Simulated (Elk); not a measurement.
Band structure of Ca (Fm-3m, 1 atom in the cell).

```
Ca
1.0
    0.00000     2.85282     2.85282
    2.85282     0.00000     2.85282
    2.85282     2.85282     0.00000
Ca
1
Direct
  0.00000   0.00000   0.00000
```

Level of theory: PBE, all-electron FP-LAPW, Elk's shipped species files, APW+lo basis with extra local orbitals in Elk.

Settings: xctype = 20; rgkmax = 8; stype = 0; swidth = 0.00999582 Ha; ngridk = 10 10 10; gmaxvr = 16 1/bohr; nxlo = 2; lorbcnd = true; lmaxi = 3.

The starting cell comes from a database of computed structures (which also holds hypothetical and non-ambient phases and stackings), without a prior relaxation at this level. Its lattice was rescaled by a random factor within 2.5 % of one. Values depend on the basis (sphere radii, cutoffs, local orbitals), which need not be converged.

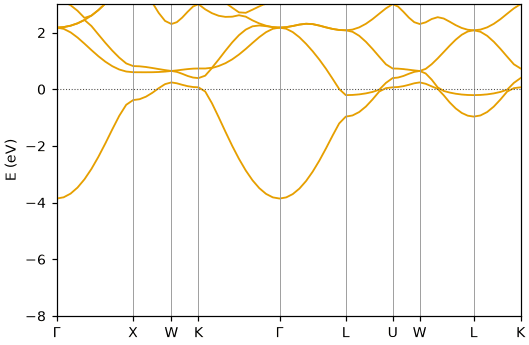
Figure: Bands along the path, energies from the Fermi level.

Levels in eV from the Fermi level, bands 2 to 8:
| point | 2 | 3 | 4 | 5 | 6 | 7 | 8 |
|---|---|---|---|---|---|---|---|
| Γ | -23.16 | -23.16 | -23.16 | -3.86 | 2.18 | 2.18 | 2.18 |
| X | -23.25 | -23.19 | -23.19 | -0.38 | 0.60 | 0.82 | 3.73 |
| W | -23.22 | -23.22 | -23.19 | 0.24 | 0.65 | 0.65 | 2.30 |
| K | -23.23 | -23.21 | -23.19 | 0.07 | 0.39 | 0.73 | 3.00 |
| L | -23.25 | -23.17 | -23.17 | -0.96 | -0.21 | 2.08 | 2.08 |
| U | -23.23 | -23.21 | -23.19 | 0.07 | 0.39 | 0.73 | 3.00 |

Bands cross the Fermi level along this path, so the cell is metallic at this level.
